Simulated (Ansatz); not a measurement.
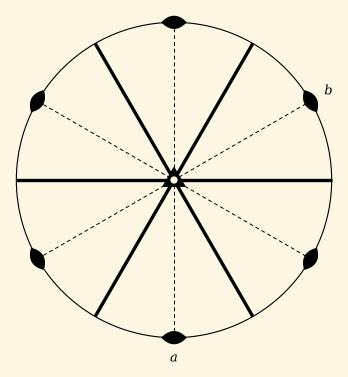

Stereographic projection: heavy lines are mirror planes (a heavy rim: a mirror in the plane of the page); lens, triangle, square and hexagon are 2-, 3-, 4- and 6-fold axes, a lens in an open square is −4, a triangle in an open hexagon −6; thin dashed diameters join the ends of axes that lie in the page; a small open circle marks inversion. The c axis points at the viewer. Computed from the symmetry operations of a computed or model structure of composition Sb.

### Which point group is this?

-3m (D3d), order 12, trigonal system: one threefold axis, three twofold axes, three mirror planes, an inversion centre.

### Can such a crystal be piezoelectric, pyroelectric or chiral?

It is centrosymmetric, so neither piezoelectric nor pyroelectric; it is not chiral.
